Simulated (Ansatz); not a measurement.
# CuS (zincblende): equation of state and elastic constants

How stiff is CuS (zincblende)? Energies and pressures are computed at volumes on both sides of the relaxed cell and fitted, then the elastic tensor. This structure was made by substitution into a known type, so it needn't be the compound's stable form.

Computed with Ansatz 0.2.0 (DFT PBEsol, scalar-relativistic, plane waves, PAW, unless a step's input says otherwise).

### Step 1. The starting structure

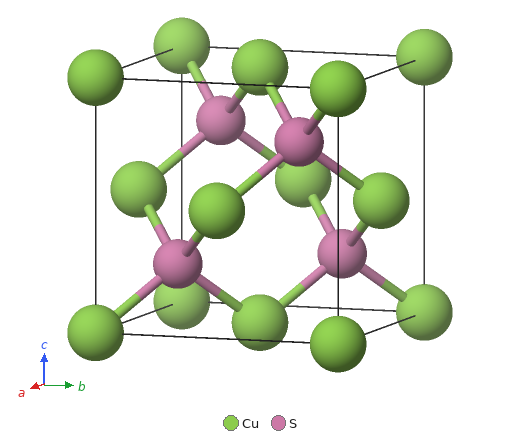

The starting structure, seen slightly off an axis (copper green, sulfur pink). Atoms on the faces are drawn again on the opposite ones. The cell drawn here is the conventional one.

Coordinates:

```cif
data_structure
_symmetry_space_group_name_H-M 'F-43m'
_symmetry_Int_Tables_number 216
_cell_length_a 5.1242
_cell_length_b 5.1242
_cell_length_c 5.1242
_cell_angle_alpha 90.000
_cell_angle_beta 90.000
_cell_angle_gamma 90.000
_cell_volume 134.55
loop_
_atom_site_label
_atom_site_type_symbol
_atom_site_symmetry_multiplicity
_atom_site_Wyckoff_symbol
_atom_site_fract_x
_atom_site_fract_y
_atom_site_fract_z
_atom_site_occupancy
Cu1 Cu 4 a 0.00000 0.00000 0.00000 1
S1 S 4 d 0.25000 0.25000 0.75000 1
```

An earlier run at PBEsol left this cell at 16.819 Å³/atom and 0.00 GPa (10×10×10 mesh).

Volume factors to run: 0.980, 1.020, 0.960, 1.040.

### Step 2. Scaling the volume by 0.980

Input file input.yaml:

```yaml
crystal:
  lattice:
    - [0.0, 2.5449131367, 2.5449131367]
    - [2.5449131367, 0.0, 2.5449131367]
    - [2.5449131367, 2.5449131367, 0.0]
  atoms:
    - { symbol: Cu, position: [0.0, 0.0, 0.0], spin: 0.05 }
    - { symbol: S, position: [0.25, 0.25, 0.25] }
basis:
  ecutwfc: 420
  ecutrho_ratio: 4
kpoints:
  mp_grid: { grid: [10, 10, 10] }
hamiltonian:
  xc: pbesol
scf:
  occupations: { method: gaussian, width: 0.05 }
output:
  forces: true
  stress: true
  eigenvalues: true
  populations: true
magnetization:
  spin_polarized: true
```

Started as:

```bash
ansatz run input.yaml --threads 4 --pin off --max-ram 4096MiB --backend cpu --events-out ev --progress --plain --runs-dir out
```

What it wrote, shortened:

```text
Warning: RAYON_NUM_THREADS=4 ignored (pool sized by the plan → 4); use --threads N
[...]
Pseudopotentials: kind: paw
Pseudopotential: Cu, paw, valence charge 19, recommended cutoff 420 eV (normal), Cu.paw.azcp
Pseudopotential: S, paw, valence charge 6, recommended cutoff 420 eV (normal), S.paw.azcp
Functional definition: PBEsol
[...]
Crystal: 2 atoms, lattice volume = 32.965 Å³
Basis set: ecut = 420 eV, 645 PW (Γ), exchange–correlation on 50×50×50 points (8 copies of the dense FFT grid, shifted against one another)
Bands: 17, of which v1, the nominal top of the filled ones, is band 13 counted from 1 (12 counted from 0)
Symmetry: 24 space group operations
Space group: F-43m (ITA 216), of the structure as read, at distance tolerance 3.2e-5 Å
Magnetic group: BNS 216.74 (UNI 1576), of the structure as read, at distance tolerance 3.2e-5 Å
k-points: 47 of 1000 (time reversal used)
[...]
Starting moments: Σ|m| = 0.05 μB on 1 of 2 sites
[...]
SCF iter   1: F=—  HF=-7476.151381 eV  |F-HF|=—  |Δ(HF+E_count)|=         —  Δρ=1.20e-1 (↑1.20e-1 ↓1.17e-1)  dr2=1.36e1  dr2_m=3.91e-4  M=0.038 μB ∫|m|=0.038 μB  β_m=0.30  ethr=3.10e-3  ⟨swp⟩=5.1  Hψ=7998  notcnv=0
[...]
spin=Collinear: Kerker preconditioning applied to the charge; magnetization (m = ρ↑ − ρ↓) channel mixes plain (no charge-response kernel on spin).
[...]
spin-set hold released at iteration 6 (site moments contracting): the magnetisation degrees of freedom join the quasi-Newton model from the next iteration; the mixer history was flushed
[...]
SCF iter  14: F=-7474.103410 eV  HF=-7474.103410 eV  |F-HF|=1.08e-10  |Δ(HF+E_count)|=  6.99e-10  Δρ=3.67e-7 (↑3.44e-7 ↓3.67e-7)  dr2=2.32e-10  dr2_m=3.34e-12  M=-0.000 μB ∫|m|=0.000 μB  ethr=3.68e-12  ⟨swp⟩=2.3  Hψ=3387  notcnv=0
[...]
WARN: the starting moments were not kept: the SCF closed with an absolute magnetisation of 2.2e-6 μB, where they sum to 0.05 μB in size (1 site). That is at most 0.1 of that sum. Measured as dr2_m measures the in/out step, that magnetisation stands 1.7e-12 eV from none, at or under the [...]
SCF converged after 14 iterations
Magnetization: -0.0000 μB (12.5000 up, 12.5000 down)
Absolute magnetization: 0.0000 μB (∫|ρ↑−ρ↓|, with the PAW one-centre terms)
Spin contamination: 0.0000 ħ² per cell (⟨S²⟩ above its minimum at these occupations)
Per-site moments (μB) at R_I (Å): [(-4.2044668104180924e-7, 0.9091332635578627), (-9.843023116985608e-7, 0.9091332635578627)]
Free energy (F): -7474.103410 eV
[...]
E sigma→0 (E₀):  -7474.102750 eV
Entropy (-TS):   -0.001319 eV (-0.660 meV/atom)
Fermi energy:    8.994531 eV
[...]
--- Forces (eV/Å), atoms counted from 1 ---
  atom   1  Cu    -0.00000000     0.00000000     0.00000000
  atom   2  S     -0.00000000    -0.00000000    -0.00000000
[...]
--- Stress (GPa, compression-positive) ---
        2.087348       0.000000       0.000000
        0.000000       2.087348       0.000000
        0.000000      -0.000000       2.087348
  P = ⅓ Tr σ = 2.0873 GPa (20.873 kbar)
--- Band table (eV; the first three rows and the last of 94) ---
  k-point 0 ↑: bands = ["-103.3565", "-60.8770", "-60.8770", "-60.8770", "-5.1867", "4.5094", "4.5094", "4.5094", "6.2164", "6.2164", "10.4081", "10.4081", "10.4081", "12.6362", "16.1468", "16.1468", "16.1468"]
[...]
--- Löwdin populations: 2 sites ---
  site symbol       q [e]    m [muB]
     0     Cu     18.2243    -0.0000
     1      S      6.5696    -0.0000
  spilling = 0.008243 (of n_electrons = 25.000000)
```

Run time: 3 s. Hardware: 4 threads of an Arm CPU, shared host; peak memory 0.34 GiB.

In short: volume 16.482 Å³/atom, pressure 2.09 GPa, a metal on this mesh, no moment left.

### Step 3. At 1.020 of the relaxed volume

Changes to input.yaml since step 2:

```diff
@@ -2,5 +2,5 @@
   lattice:
-    - [0.0, 2.5449131367, 2.5449131367]
-    - [2.5449131367, 0.0, 2.5449131367]
-    - [2.5449131367, 2.5449131367, 0.0]
+    - [0.0, 2.5790771213, 2.5790771213]
+    - [2.5790771213, 0.0, 2.5790771213]
+    - [2.5790771213, 2.5790771213, 0.0]
   atoms:
```

Started as:

```bash
ansatz run input.yaml --threads 4 --pin off --max-ram 4096MiB --backend cpu --events-out ev --progress --plain --runs-dir out
```

What it wrote, shortened:

```text
Warning: RAYON_NUM_THREADS=4 ignored (pool sized by the plan → 4); use --threads N
[...]
[... 4 set-up lines as earlier in the session ...]
[...]
Crystal: 2 atoms, lattice volume = 34.310 Å³
Basis set: ecut = 420 eV, 645 PW (Γ), exchange–correlation on 50×50×50 points (8 copies of the dense FFT grid, shifted against one another)
Bands: 17, of which v1, the nominal top of the filled ones, is band 13 counted from 1 (12 counted from 0)
[... 2 set-up lines as earlier in the session ...]
Magnetic group: BNS 216.74 (UNI 1576), of the structure as read, at distance tolerance 3.2e-5 Å
k-points: 47 of 1000 (time reversal used)
[...]
Starting moments: Σ|m| = 0.05 μB on 1 of 2 sites
[...]
WARN: the starting moments were not kept: the SCF closed with an absolute magnetisation of 2.7e-6 μB, where they sum to 0.05 μB in size (1 site). That is at most 0.1 of that sum. Measured as dr2_m measures the in/out step, that magnetisation stands 2.5e-12 eV from none, at or under the [...]
Spin contamination: 0.0000 ħ² per cell (⟨S²⟩ above its minimum at these occupations)
Per-site moments (μB) at R_I (Å): [(-5.023226080985889e-7, 0.9213378509630792), (-1.193471760786513e-6, 0.9213378509630792)]
Free energy (F): -7474.103699 eV
[...]
E sigma→0 (E₀):  -7474.103012 eV
Entropy (-TS):   -0.001375 eV (-0.687 meV/atom)
Fermi energy:    8.381341 eV
[...]
--- Forces (eV/Å), atoms counted from 1 ---
  atom   1  Cu    -0.00000000     0.00000000    -0.00000000
  atom   2  S     -0.00000000     0.00000000    -0.00000000
[...]
--- Stress (GPa, compression-positive) ---
       -1.868905      -0.000000       0.000000
        0.000000      -1.868905       0.000000
        0.000000       0.000000      -1.868905
  P = ⅓ Tr σ = -1.8689 GPa (-18.689 kbar)
--- Band table (eV; the first three rows and the last of 94) ---
  k-point 0 ↑: bands = ["-103.8338", "-61.3545", "-61.3545", "-61.3545", "-5.5310", "4.1103", "4.1103", "4.1103", "5.7550", "5.7550", "9.7068", "9.7068", "9.7068", "11.8087", "15.5313", "15.5313", "15.5313"]
[...]
--- Löwdin populations: 2 sites ---
  site symbol       q [e]    m [muB]
     0     Cu     18.2279    -0.0000
     1      S      6.5742    -0.0000
  spilling = 0.007914 (of n_electrons = 25.000000)
```

Run time: 2.9 s. Hardware: 4 threads of an Arm CPU, shared host; peak memory 0.35 GiB.

Read off: volume 17.155 Å³/atom, pressure -1.87 GPa, a metal on this mesh, no moment left.

### Step 4. Volume × 0.960

Changes to input.yaml since step 3:

```diff
@@ -2,5 +2,5 @@
   lattice:
-    - [0.0, 2.5790771213, 2.5790771213]
-    - [2.5790771213, 0.0, 2.5790771213]
-    - [2.5790771213, 2.5790771213, 0.0]
+    - [0.0, 2.5274816778, 2.5274816778]
+    - [2.5274816778, 0.0, 2.5274816778]
+    - [2.5274816778, 2.5274816778, 0.0]
   atoms:
```

Started as:

```bash
ansatz run input.yaml --threads 4 --pin off --max-ram 4096MiB --backend cpu --events-out ev --progress --plain --runs-dir out
```

What it wrote, shortened:

```text
Warning: RAYON_NUM_THREADS=4 ignored (pool sized by the plan → 4); use --threads N
[...]
[... 4 set-up lines as earlier in the session ...]
[...]
Crystal: 2 atoms, lattice volume = 32.292 Å³
Basis set: ecut = 420 eV, 609 PW (Γ), exchange–correlation on 48×48×48 points (8 copies of the dense FFT grid, shifted against one another)
Bands: 17, of which v1, the nominal top of the filled ones, is band 13 counted from 1 (12 counted from 0)
[... 2 set-up lines as earlier in the session ...]
Magnetic group: BNS 216.74 (UNI 1576), of the structure as read, at distance tolerance 3.2e-5 Å
k-points: 47 of 1000 (time reversal used)
[...]
Starting moments: Σ|m| = 0.05 μB on 1 of 2 sites
[...]
WARN: the starting moments were not kept: the SCF closed with an absolute magnetisation of 2.1e-6 μB, where they sum to 0.05 μB in size (1 site). That is at most 0.1 of that sum. Measured as dr2_m measures the in/out step, that magnetisation stands 1.5e-12 eV from none, at or under the [...]
Spin contamination: 0.0000 ħ² per cell (⟨S²⟩ above its minimum at these occupations)
Per-site moments (μB) at R_I (Å): [(-4.102762355143222e-7, 0.9029061279869877), (-9.040640722630378e-7, 0.9029061279869877)]
Free energy (F): -7474.089830 eV
[...]
E sigma→0 (E₀):  -7474.089165 eV
Entropy (-TS):   -0.001330 eV (-0.665 meV/atom)
Fermi energy:    9.320162 eV
[...]
--- Forces (eV/Å), atoms counted from 1 ---
  atom   1  Cu    -0.00000000    -0.00000000    -0.00000000
  atom   2  S     -0.00000000    -0.00000000     0.00000000
[...]
--- Stress (GPa, compression-positive) ---
        4.429537      -0.000000      -0.000000
       -0.000000       4.429537       0.000000
       -0.000000      -0.000000       4.429537
  P = ⅓ Tr σ = 4.4295 GPa (44.295 kbar)
--- Band table (eV; the first three rows and the last of 94) ---
  k-point 0 ↑: bands = ["-103.1044", "-60.6249", "-60.6249", "-60.6249", "-5.0044", "4.7206", "4.7206", "4.7206", "6.4597", "6.4597", "10.7810", "10.7810", "10.7810", "13.0757", "16.4731", "16.4731", "16.4731"]
[...]
--- Löwdin populations: 2 sites ---
  site symbol       q [e]    m [muB]
     0     Cu     18.2225    -0.0000
     1      S      6.5671    -0.0000
  spilling = 0.008418 (of n_electrons = 25.000000)
```

It took 2.6 s on 4 threads of an Arm CPU, shared host; peak memory 0.35 GiB.

This gives: volume 16.146 Å³/atom, pressure 4.43 GPa, metallic, no moment left.

### Step 5. Scaling the volume by 1.040

Changes to input.yaml since step 4:

```diff
@@ -2,5 +2,5 @@
   lattice:
-    - [0.0, 2.5274816778, 2.5274816778]
-    - [2.5274816778, 0.0, 2.5274816778]
-    - [2.5274816778, 2.5274816778, 0.0]
+    - [0.0, 2.5958248446, 2.5958248446]
+    - [2.5958248446, 0.0, 2.5958248446]
+    - [2.5958248446, 2.5958248446, 0.0]
   atoms:
```

Started as:

```bash
ansatz run input.yaml --threads 4 --pin off --max-ram 4096MiB --backend cpu --events-out ev --progress --plain --runs-dir out
```

What it wrote, shortened:

```text
Warning: RAYON_NUM_THREADS=4 ignored (pool sized by the plan → 4); use --threads N
[...]
[... 4 set-up lines as earlier in the session ...]
[...]
Crystal: 2 atoms, lattice volume = 34.983 Å³
Basis set: ecut = 420 eV, 701 PW (Γ), exchange–correlation on 50×50×50 points (8 copies of the dense FFT grid, shifted against one another)
Bands: 17, of which v1, the nominal top of the filled ones, is band 13 counted from 1 (12 counted from 0)
[... 1 set-up line as earlier in the session ...]
Space group: F-43m (ITA 216), of the structure as read, at distance tolerance 3.3e-5 Å
Magnetic group: BNS 216.74 (UNI 1576), of the structure as read, at distance tolerance 3.3e-5 Å
k-points: 47 of 1000 (time reversal used)
[...]
Starting moments: Σ|m| = 0.05 μB on 1 of 2 sites
[...]
WARN: the starting moments were not kept: the SCF closed with an absolute magnetisation of 3.5e-6 μB, where they sum to 0.05 μB in size (1 site). That is at most 0.1 of that sum. Measured as dr2_m measures the in/out step, that magnetisation stands 4.8e-12 eV from none, at or under the [...]
Spin contamination: 0.0000 ħ² per cell (⟨S²⟩ above its minimum at these occupations)
Per-site moments (μB) at R_I (Å): [(-7.525032748164625e-7, 0.9273207319193371), (-1.5400529934686357e-6, 0.9273207319193371)]
Free energy (F): -7474.092295 eV
[...]
E sigma→0 (E₀):  -7474.091570 eV
Entropy (-TS):   -0.001449 eV (-0.725 meV/atom)
Fermi energy:    8.091825 eV
[...]
--- Forces (eV/Å), atoms counted from 1 ---
  atom   1  Cu    -0.00000000     0.00000000    -0.00000000
  atom   2  S     -0.00000000    -0.00000000     0.00000000
[...]
--- Stress (GPa, compression-positive) ---
       -3.530895       0.000000       0.000000
       -0.000000      -3.530895      -0.000000
        0.000000      -0.000000      -3.530895
  P = ⅓ Tr σ = -3.5309 GPa (-35.309 kbar)
--- Band table (eV; the first three rows and the last of 94) ---
  k-point 0 ↑: bands = ["-104.0598", "-61.5807", "-61.5807", "-61.5807", "-5.6939", "3.9216", "3.9216", "3.9216", "5.5362", "5.5362", "9.3766", "9.3766", "9.3766", "11.4189", "15.2401", "15.2401", "15.2401"]
[...]
--- Löwdin populations: 2 sites ---
  site symbol       q [e]    m [muB]
     0     Cu     18.2297    -0.0000
     1      S      6.5763    -0.0000
  spilling = 0.007760 (of n_electrons = 25.000000)
```

Wall time 3.4 s (4 threads of an Arm CPU, shared host); peak memory 0.35 GiB.

In short: volume 17.491 Å³/atom, pressure -3.53 GPa, metallic, no moment left.

### Step 6. The fit

Energies have the smearing extrapolated to zero and count from the lowest point.

```tsv
volume (Å³/atom)	energy (meV/atom)	pressure (GPa)	gap (eV)
16.146	8.94	4.43	metal
16.482	2.14	2.09	metal
16.819	0.00	0.00	metal
17.155	2.01	-1.87	metal
17.491	7.73	-3.53	metal
```

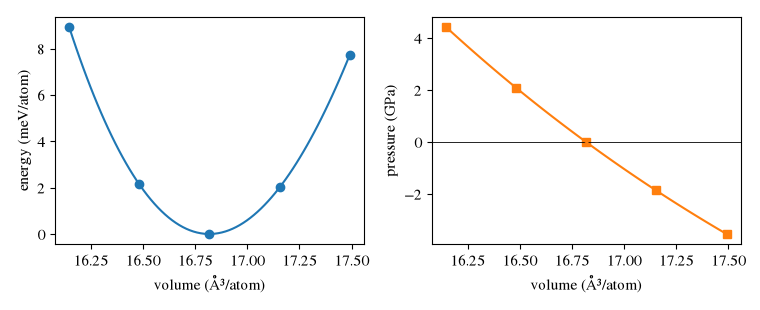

Energy and pressure against volume; lines are the Birch–Murnaghan fit to the energies.

### Step 7. The elastic tensor from strained cells

Input file input.yaml:

```yaml
crystal:
  lattice:
    - [0.0, 2.5621090174, 2.5621090174]
    - [2.5621090174, 0.0, 2.5621090174]
    - [2.5621090174, 2.5621090174, 0.0]
  atoms:
    - { symbol: Cu, position: [0.0, 0.0, 0.0], spin: 0.05 }
    - { symbol: S, position: [0.25, 0.25, 0.25] }
basis:
  ecutwfc: 420
  ecutrho_ratio: 4
kpoints:
  mp_grid: { grid: [10, 10, 10] }
hamiltonian:
  xc: pbesol
scf:
  occupations: { method: gaussian, width: 0.05 }
  lower_state_search: "off"
output:
  forces: true
  stress: true
  eigenvalues: true
  populations: true
magnetization:
  spin_polarized: true
elastic:
  mode: relaxed_ion
  stencil: two_point
checkpoint:
  read: start.run
  write: ck
  compress: false
  write_wavefunctions: false
  write_every: 100000
```

The run starts from a saved state of the same cell, the folder start.run.

Started as:

```bash
ansatz run input.yaml --threads 4 --pin off --max-ram 4096MiB --backend cpu --events-out ev --progress --plain --runs-dir out
```

What it wrote, shortened:

```text
Warning: RAYON_NUM_THREADS=4 ignored (pool sized by the plan → 4); use --threads N
[...]
[... 4 set-up lines as earlier in the session ...]
[...]
Crystal: 2 atoms, lattice volume = 33.637 Å³
Basis set: ecut = 420 eV, 645 PW (Γ), exchange–correlation on 50×50×50 points (8 copies of the dense FFT grid, shifted against one another)
Bands: 17, of which v1, the nominal top of the filled ones, is band 13 counted from 1 (12 counted from 0)
[... 2 set-up lines as earlier in the session ...]
Magnetic group: BNS 216.74 (UNI 1576), of the structure as read, at distance tolerance 3.2e-5 Å
k-points: 47 of 1000 (time reversal used)
[...]
WARN: the starting moments were not kept: the SCF closed with an absolute magnetisation of 1.1e-8 μB, where they sum to 0.05 μB in size (1 site). That is at most 0.1 of that sum. Measured as dr2_m measures the in/out step, that magnetisation stands 2.8e-17 eV from none, at or under the [...]
  moduli (Voigt/Reuss/Hill, GPa): K = 98.71/98.71/98.71   G = 23.82/20.12/21.97   E = 61.36   ν = 0.396
  mechanically stable: yes (min eigenvalue of sym C = 26.42 GPa)
  strain η (Voigt 11):  stress-route row diagonal C_11 = 116.32 GPa, energy-path curvature d²(F+E_count+ΔE)/dδ²/Ω₀ = 116.40 GPa
         δ    σ_11 (GPa)             F (eV)   n_scf  n_hpsi   n_pw
    -2.000e-3      -0.2291       -7474.1076576      10   73867    670   relax 0 steps, max|allowed force component| 2.08e-17 eV/Å
     2.000e-3       0.2362       -7474.1076558      10   74155    678   relax 0 steps, max|allowed force component| 2.08e-17 eV/Å
  strain η (Voigt 23):  stress-route row diagonal C_44 = 30.90 GPa, energy-path curvature d²(F+E_count+ΔE)/dδ²/Ω₀ = 30.97 GPa
         δ    σ_23 (GPa)             F (eV)   n_scf  n_hpsi   n_pw
    -2.000e-3      -0.0618       -7474.1076932       2   52667    676   relax 3 steps, max|allowed force component| 3.19e-6 eV/Å
     2.000e-3       0.0618       -7474.1076932       2   52148    676   relax 2 steps, max|allowed force component| 1.03e-6 eV/Å
--- Löwdin populations: 2 sites ---
  site symbol       q [e]    m [muB]
     0     Cu     18.2261    -0.0000
     1      S      6.5720     0.0000
  spilling = 0.008075 (of n_electrons = 25.000000)
```

It took 43 s on 4 threads of an Arm CPU, shared host; peak memory 0.53 GiB.

Result: volume 16.819 Å³/atom, pressure 0.00 GPa, no gap, no moment left.

C in GPa, rows and columns xx, yy, zz, yz, xz, xy:

```
116.3  89.9  89.9   0.0   0.0   0.0
 89.9 116.3  89.9   0.0   0.0   0.0
 89.9  89.9 116.3   0.0   0.0   0.0
  0.0   0.0   0.0  30.9   0.0   0.0
  0.0   0.0   0.0   0.0  30.9   0.0
  0.0   0.0   0.0   0.0   0.0  30.9
```

```tsv
modulus (GPa)	Voigt	Reuss	Hill
bulk	98.7	98.7	98.7
shear	23.8	20.1	22.0
```

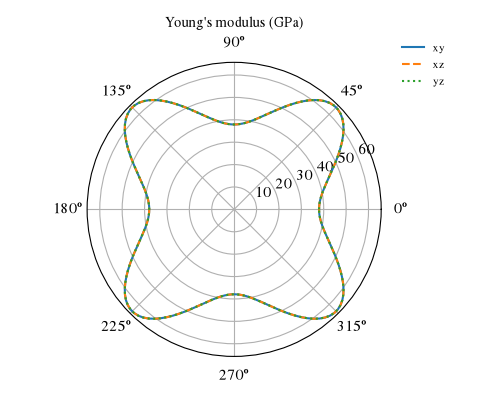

Young's modulus by direction in the xy, xz and yz planes.

### Step 8. What came out

| quantity | value |
| --- | --- |
| V0 | 16.818 Å³/atom |
| B0 | 99 GPa |
| B0′ | 4.6 |
| scatter of the fit | 0.001 meV/atom |
| C11, C12, C44 | 116, 90, 31 GPa |
| K, G, E (Hill) | 99, 22, 61 GPa |
| Poisson's ratio | 0.40 |

A third-order Birch–Murnaghan fit puts the minimum at 16.82 Å³/atom with a bulk modulus of 99 GPa. One per cent of compression takes about 0.99 GPa. All eigenvalues of the tensor are positive, so the cell is mechanically stable. K/G = 4.49 lies over Pugh's 1.75, an empirical mark of ductile behaviour drawn from metals, and the universal anisotropy index of 0.92 is moderate. The bulk moduli from the tensor and from the fit agree within 1 %. These are values at 0 K without zero-point motion. A run loses the moments it was seeded with; other starts can end magnetic.
